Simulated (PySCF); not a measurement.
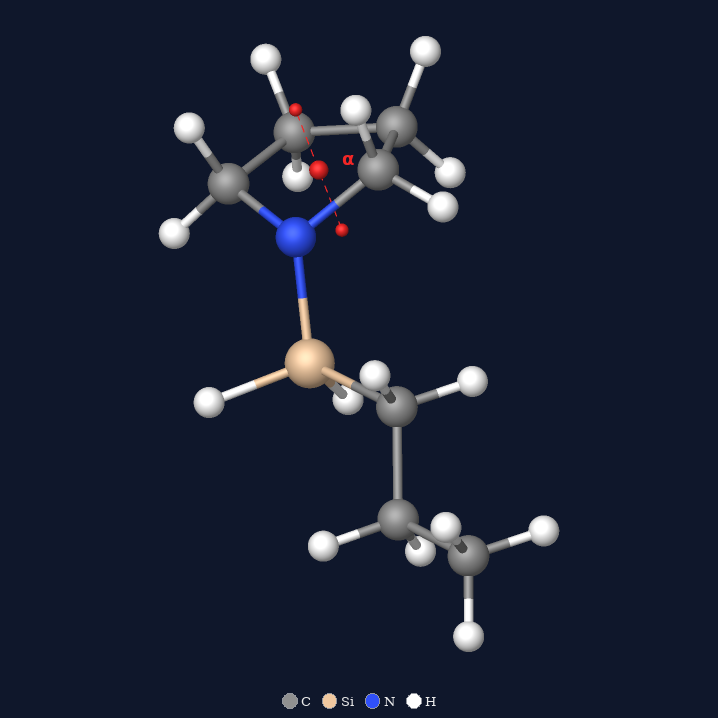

The small points mark where nucleus-independent chemical shifts (NICS) were computed: at the centre of each lettered ring and 1 Å above and below it. The computed structure is the end point of a GFN2-xTB optimisation. No frequency run is at hand to confirm it as a minimum. Properties computed with GIAO PBE0/pcSseg-1 NMR shielding, non-relativistic, gas phase (PySCF 2.14.0).

Give NICS(0), NICS(1) and the out-of-plane component NICS(1)zz for each ring (means of the two sides).

```tsv
ring	members	NICS(0)	NICS(1)	NICS(1)zz
α	C4N	−6.5	−4.2	−6.7
```

Values in ppm.

What do the values say about the ring currents?

Answer. Ring α: weak, as in a non-aromatic ring. NICS is one index among several.

The geometry is semi-empirical. Around Si such bond lengths and angles can be off by a tenth of an ångström or more and by several degrees, and values that hang on the shape move with them.
